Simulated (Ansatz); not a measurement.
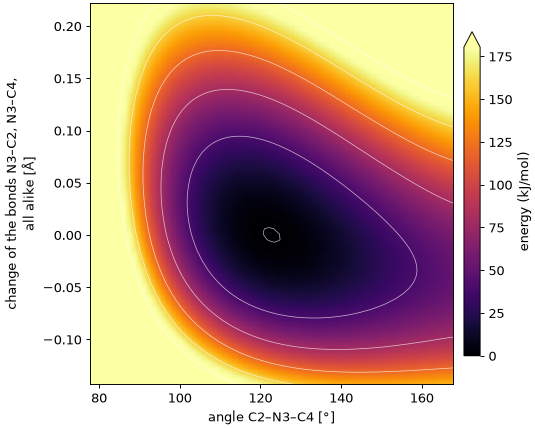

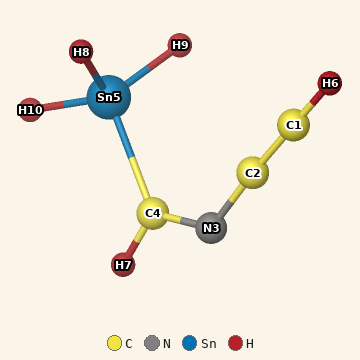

Energy landscape of C3H5NSn, SMILES C#CN=[CH][SnH3]. 
- The first coordinate is: angle C2–N3–C4; the second: change of the bonds N3–C2, N3–C4, all alike.
- Nothing is relaxed (all other coordinates rigid).
- The scan uses a 9 × 9 grid.
- Points are written as (first, second).
- Energies: kJ/mol, counted from the lowest grid point.
- Method: RKS PBE0-D4/def2-SVP (Ansatz 0.2.0).

The picture shows a smooth colour map with a few white contour lines, one colour for all values above the top of the scale. Between grid points the surface is interpolated. The second picture is the structure at the lowest point.

Question: What does the map say about the system?

Answer: The lowest grid point is at (122.7°, −0.007 Å). No other kind of well shows on this grid. The highest grid point, (77.7°, −0.143 Å), lies 802 kJ/mol above the lowest. Round the minimum the valley is somewhat tilted: raising angle C2–N3–C4 shifts the best value of the second coordinate downwards (coupling k₁₂/√(k₁₁k₂₂) about 0.4).

Each point was launched as `ansatz run input.yaml --threads 1 --pin off --max-ram 2560MiB --backend cpu --events-out ev --progress --plain --runs-dir out`. The whole map (81 points run) took 9.4 min on 1 thread of Arm Neoverse V2, on a shared host.
